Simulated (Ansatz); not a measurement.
# Calculations on HC$_{18}$Cl

**1. Relaxation**

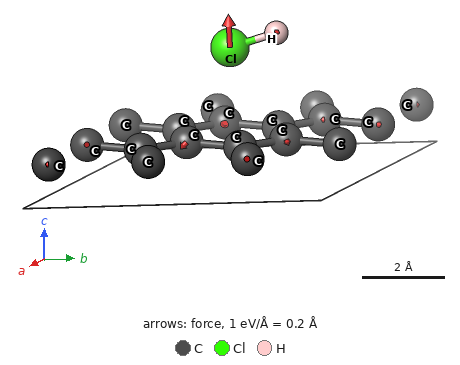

Starting geometry of a slab of composition HC₁₈Cl with the computed forces as red arrows. A ball-and-stick model of the cell of the calculation, outlined in the plane, without the vacuum (origin shifted), seen slightly off an axis.

It is HCl on graphene monolayer, set down by a guess. The run prepares an end point of a later path (dissociation) calculation, from a guessed geometry.

Computed with DFT PBE-D3(BJ), scalar-relativistic, plane waves, PAW (Ansatz 0.2.0).

Input
```yaml
crystal:
  lattice:
    - [7.398, 0.0, 0.0]
    - [-3.699, 6.406856, 0.0]
    - [0.0, 0.0, 11.0]
  atoms:
    - { symbol: C, position: [0.0, 0.0, 0.0909091] }
    - { symbol: C, position: [0.2222222, 0.1111111, 0.0909091] }
    - { symbol: C, position: [0.0, 0.3333333, 0.0909091] }
    - { symbol: C, position: [0.2222222, 0.4444444, 0.0909091] }
    - { symbol: C, position: [0.0, 0.6666667, 0.0909091] }
    - { symbol: C, position: [0.2222222, 0.7777778, 0.0909091] }
    - { symbol: C, position: [0.3333333, 0.0, 0.0909091] }
    - { symbol: C, position: [0.5555556, 0.1111111, 0.0909091] }
    - { symbol: C, position: [0.3333333, 0.3333333, 0.0909091] }
    - { symbol: C, position: [0.5555556, 0.4444444, 0.0909091] }
    - { symbol: C, position: [0.3333333, 0.6666667, 0.0909091] }
    - { symbol: C, position: [0.5555556, 0.7777778, 0.0909091] }
    - { symbol: C, position: [0.6666667, 0.0, 0.0909091] }
    - { symbol: C, position: [0.8888889, 0.1111111, 0.0909091] }
    - { symbol: C, position: [0.6666667, 0.3333333, 0.0909091] }
    - { symbol: C, position: [0.8888889, 0.4444444, 0.0909091] }
    - { symbol: C, position: [0.6666667, 0.6666667, 0.0909091] }
    - { symbol: C, position: [0.8888889, 0.7777778, 0.0909091] }
    - { symbol: Cl, position: [0.4534549, 0.2168072, 0.2918182] }
    - { symbol: H, position: [0.5343885, 0.4035549, 0.3327273] }
basis:
  ecutwfc: 420.0
kpoints:
  mp_grid: { grid: [2, 2, 1] }
hamiltonian:
  xc: pbe
  dispersion: d3bj
scf:
  occupations: { method: fermi_dirac, width: 0.02 }
  lower_state_search: "off"
relax:
  f_tol: 0.03
  max_steps: 60
  adjacent_minimum: "off"
output:
  write_density: true
  write_potential: true
  elf: true
  volumetric_format: npy
```

Launched with:
```bash
ansatz run input.yaml --threads 1 --pin off --max-ram 3072MiB --backend cpu --events-out ev --progress --plain --runs-dir out
```

### What follows when this structure is relaxed?

It isn't relaxed: the largest force vector, on Cl19, is 4.25 eV/Å. The final displacements follow the starting forces only in part (cosine between the two patterns 0.60). After 23 accepted moves (27 points after the start) the energy has fallen by 1.607 eV per cell of the calculation. Largest force component: 4.2 eV/Å at the start, 0.029 eV/Å at the end. The line search rejected the trial steps at points 7, 11, 17, 20 of the run. The atom that moves furthest relative to the layer's centre is Cl19 (1.54 Å at 33° to the normal (+c side)). By element the largest moves are Cl 1.54 Å, H 0.61 Å, C 0.08 Å. The cell doesn't change. Some distances before and after: C10–C15 1.424 → 1.410 Å, Cl19–H20 1.282 → 1.296 Å, C10–C17 1.424 → 1.433 Å. Cost: 2.6 min on 1 thread of Arm Neoverse V2 (shared host), peak memory 0.65 GiB.

Limits of the set-up: the periodic images lie only 7.4 Å apart, so the values are limited by the cell's size.

**2. Relaxation**

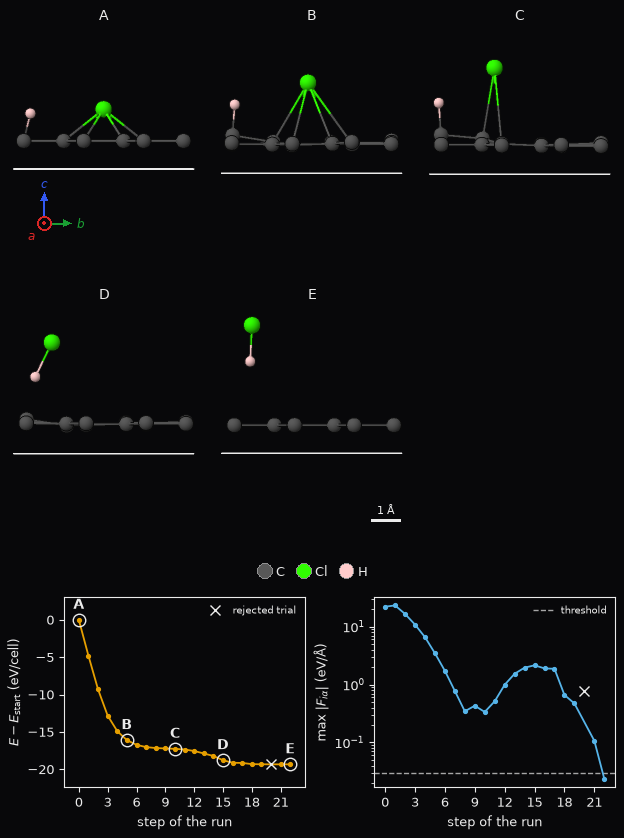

Frames of a relaxation of a slab of composition HC₁₈Cl, marked on the history of the run. Style: ball-and-stick. Shown: the cell of the calculation, outlined in the plane, without the vacuum (origin shifted), along the a axis.

It is HCl on graphene monolayer, set down by a guess. The run prepares an end point of a later path (dissociation) calculation, from a guessed geometry.

Method: DFT PBE-D3(BJ), scalar-relativistic, plane waves, PAW in Ansatz 0.2.0. (plane-wave cutoff 420 eV; k-point mesh 2 × 2 × 1; occupations fermi dirac; smearing width 0.02 eV; no spin polarisation; atoms relaxed in a fixed cell; force threshold 0.03 eV/Å; at most 60 steps)

Question: Describe the path.

Answer: The energy falls by 19.336 eV per cell of the calculation in 21 accepted moves (22 points after the start). The largest force component goes from 22 to 0.024 eV/Å. The line search rejected the trial step at point 20 of the run. The Cl atom moves most relative to the layer's centre: 3.09 Å at 43° to the normal (+c side). By element the largest moves are Cl 3.09 Å, H 1.24 Å, C 0.22 Å. The cell doesn't change. Among the contacts that change: C–Cl 1.818 → 5.101 Å, C–Cl 1.818 → 4.785 Å, C–Cl 1.818 → 4.070 Å, C–Cl 1.818 → 3.655 Å. New bonds form: Cl–H (2.65 → 1.30 Å). Bonds break: C–Cl (1.82 → 3.65 Å), C–Cl (1.82 → 4.06 Å), C–Cl (1.82 → 4.07 Å), C–Cl (1.82 → 4.78 Å). Cost: 120 s on 1 thread of Arm Neoverse V2, on a shared host, peak memory 0.62 GiB. From step 0 to 5: the Cl atom moves most (0.95 Å), energy −16.096 eV per cell of the calculation. From step 5 to 10: the Cl atom moves most (0.93 Å), energy −1.165 eV per cell of the calculation. From step 10 to 15: the Cl atom moves most (0.96 Å), energy −1.526 eV per cell of the calculation. From step 15 to 22: the Cl atom moves most (0.68 Å), energy −0.550 eV per cell of the calculation.

```
step  E − E(0), meV/atom  largest force component, eV/Å      note
   0                0.00                        22.0860          
   1             -240.13                        23.2362          
   2             -465.37                        16.5611          
   3             -640.98                        10.8585          
   4             -744.56                         6.5868          
   5             -804.78                         3.4745          
   6             -836.21                         1.7248          
   7             -851.43                         0.7745          
   8             -857.50                         0.3454          
   9             -860.63                         0.4308          
  10             -863.01                         0.3364          
  11             -867.58                         0.5147          
  12             -877.34                         0.9905          
  13             -893.92                         1.5364          
  14             -910.88                         1.9574          
  15             -939.30                         2.1486          
  16             -956.04                         1.8996          
  17             -957.49                         1.8717          
  18             -965.14                         0.6617          
  19             -966.47                         0.4715          
  20             -965.55                         0.7878  rejected
  21             -966.77                         0.1071          
  22             -966.81                         0.0236
```

Limits of the set-up: the periodic images lie only 7.4 Å apart, so the values are limited by the cell's size.

**3. Path**

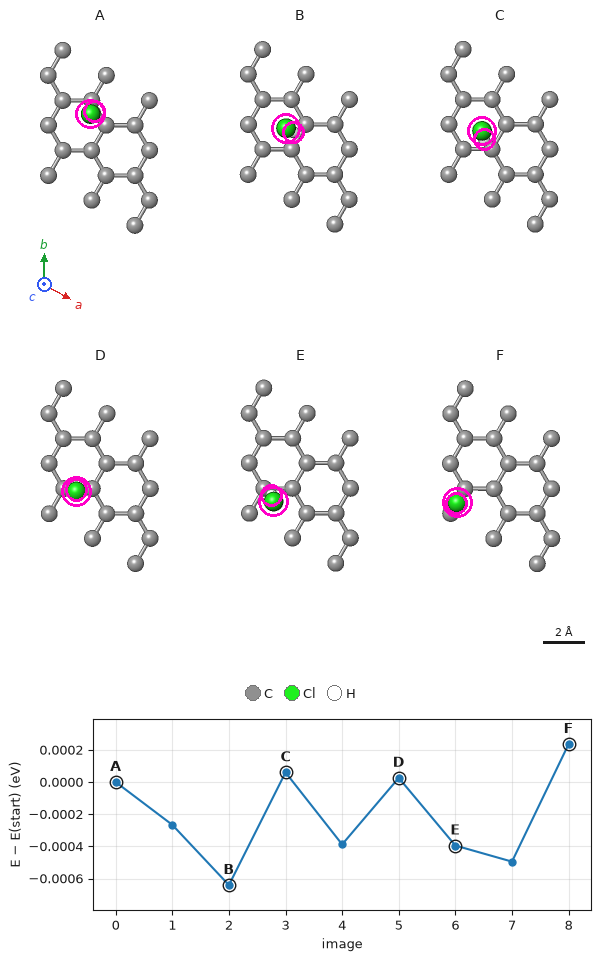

A search for the minimum-energy path of HCl on graphene monolayer (20 atoms in the cell) by the nudged elastic band. Images are numbered from 0 (start) to 8 (end). Frames A to F are images 0, 2, 3, 5, 6, 8. Style: ball-and-stick. Shown: the simulation cell, with the vacuum cut short (origin moved), along the c axis. The atoms that move most are ringed. Bonds to atoms that aren't drawn are left out.

Level of theory: DFT PBE-D3(BJ), scalar-relativistic, plane waves, PAW (Ansatz). Set-up: plane-wave cutoff 420 eV; k-point mesh 2 × 2 × 1; Fermi-Dirac smearing 0.02 eV; 7 movable images; climbing image; force threshold 0.05 eV/Å; iteration limit 35; starting path by image-dependent pair potential.

> Read off the barrier and say what moves.

The H atom travels furthest, 3.19 Å from end to end, on a path that bends up to 0.54 Å away from the straight line. It doesn't move alone: Cl (2.91 Å) moves with it. No barrier shows: the energy is highest at the end, and the end lies 0.000 eV above the start. The band converged in 34 iterations.

Limits of the set-up: the periodic images lie only 7.4 Å apart, so the values are limited by the cell's size.

The run took 27 min on 1 thread of Arm Neoverse V2 (shared host), peak memory 1 GiB.
